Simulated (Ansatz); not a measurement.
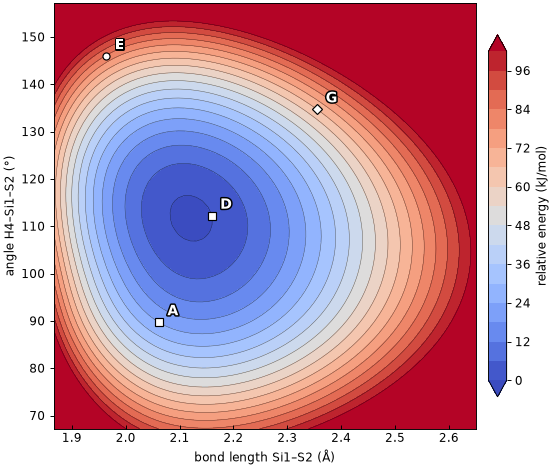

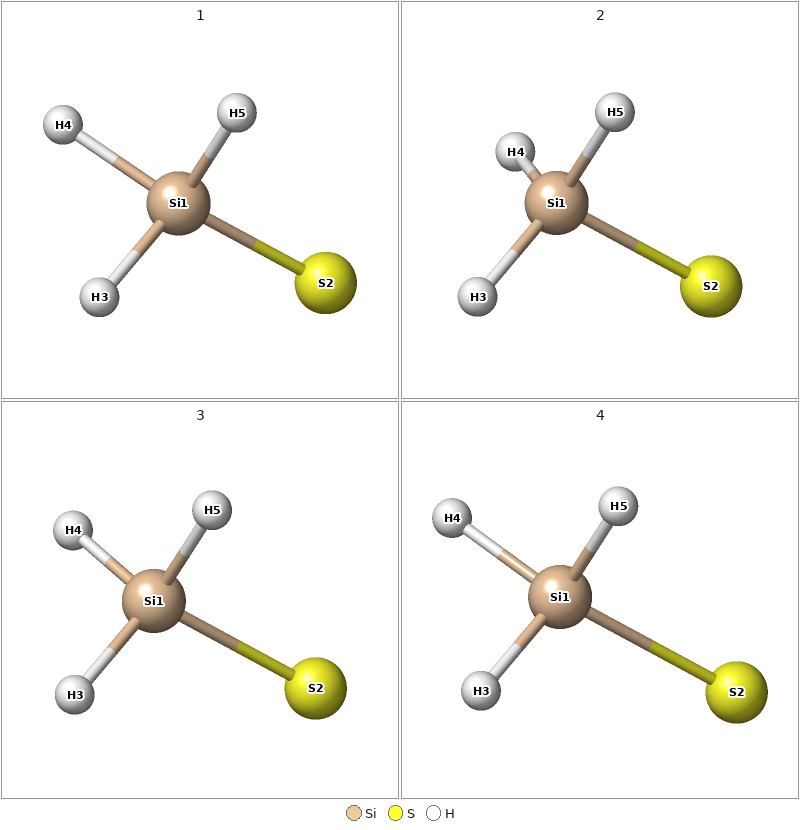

H3SSi, SMILES [SiH3][S], spin multiplicity 2. First axis: bond length Si1–S2. Second axis: angle H4–Si1–S2. Nothing is relaxed (all other coordinates rigid). Grid: 9 × 9 points. Energies: kJ/mol, counted from the lowest grid point. All numbers below come from UKS PBE0-D4/def2-TZVP in Ansatz.

The picture shows filled contours, one colour for all values above the top of the scale, lettered points. Between grid points the surface is interpolated. The numbered pictures are the structures at these points, in random order.

**Which structure belongs to which point?**

A is structure 2: bond length Si1–S2 = 2.062 Å, angle H4–Si1–S2 = 89.7°, 24 kJ/mol; D is structure 3: bond length Si1–S2 = 2.160 Å, angle H4–Si1–S2 = 112.2°, 0 kJ/mol; E is structure 1: bond length Si1–S2 = 1.964 Å, angle H4–Si1–S2 = 145.9°, 83 kJ/mol; G is structure 4: bond length Si1–S2 = 2.356 Å, angle H4–Si1–S2 = 134.7°, 66 kJ/mol.
